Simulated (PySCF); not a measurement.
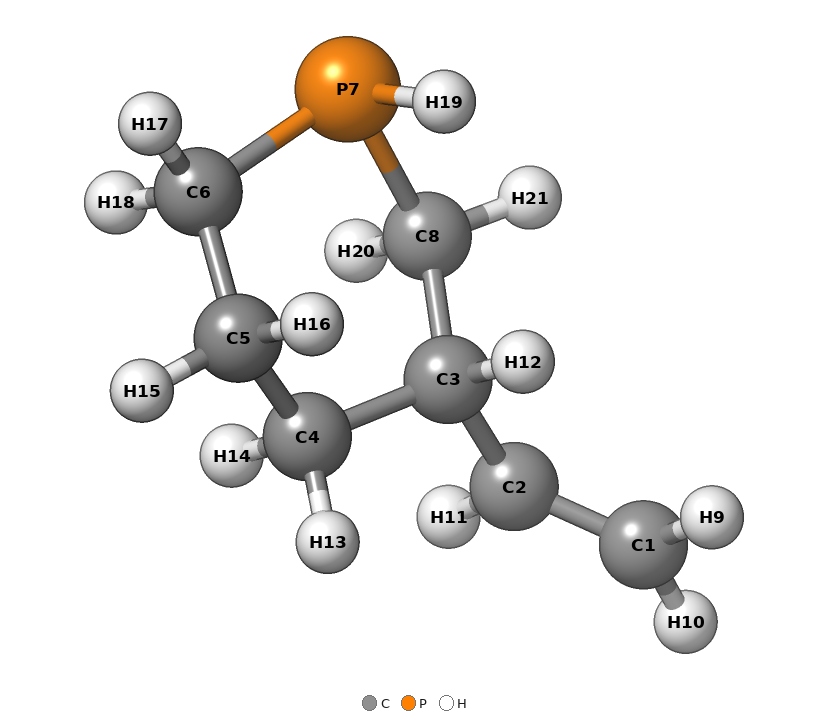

Computed geometry: PBE0-D3(BJ)/def2-SVP optimisation. No frequency run is at hand to confirm it as a minimum. Properties computed with delta-SCF UKS SCAN, pcX-2 on the ionised atom, pcseg-1 elsewhere, spin-free X2C (PySCF 2.14.0).

Give the core-electron binding energies (to vacuum; p and d levels without spin–orbit splitting) of C1 1s, C2 1s, C3 1s, C4 1s, C5 1s, C6 1s, P7 1s, P7 2p, C8 1s.

| atom | level | binding energy (eV) |
| --- | --- | --- |
| C1 | 1s | 289.9 |
| C2 | 1s | 290.3 |
| C3 | 1s | 290.6 |
| C4 | 1s | 290.4 |
| C5 | 1s | 290.5 |
| C6 | 1s | 290.3 |
| P7 | 1s | 2149.4 |
| P7 | 2p | 136.1 |
| C8 | 1s | 290.2 |
